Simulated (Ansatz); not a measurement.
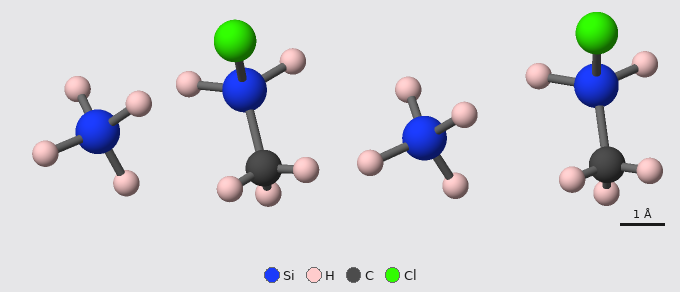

Two geometries of CH$_{9}$ClSi$_{2}$, drawn at one scale. One is the start of a relaxation, the other its converged end. A ball-and-stick model, seen face on.

Theory: RKS revPBE-D4/6-31G* (Ansatz 0.2.0). Settings: no spin polarisation; force threshold 0.03 eV/Å; at most 50 steps.

Q: Which one is relaxed?

A: The right one is the relaxed one. The run prepares an end point of a later path (reaction) calculation, from a guessed geometry. The energy falls by 13.4 kJ/mol in 8 accepted moves (9 points after the start). The largest force component goes from 1.1 to 0.016 eV/Å. The line search rejected the trial step at point 3 of the run. The Cl atom moves most after the best rigid fit: 0.54 Å. Largest moves by element: Cl 0.54 Å, H 0.45 Å, Si 0.34 Å, C 0.11 Å. Near-neighbour distances that change, for instance: H–Si 1.450 → 1.498 Å, Cl–Si 2.118 → 2.094 Å. Cost: 15 s on 2 threads of Intel(R) Xeon(R) Platinum 8488C (Sapphire Rapids), on a shared host, peak memory 0.16 GiB.

Limits of the set-up: the start holds two separate molecules, 2.6 Å apart at their closest, whose relative position is a soft coordinate.
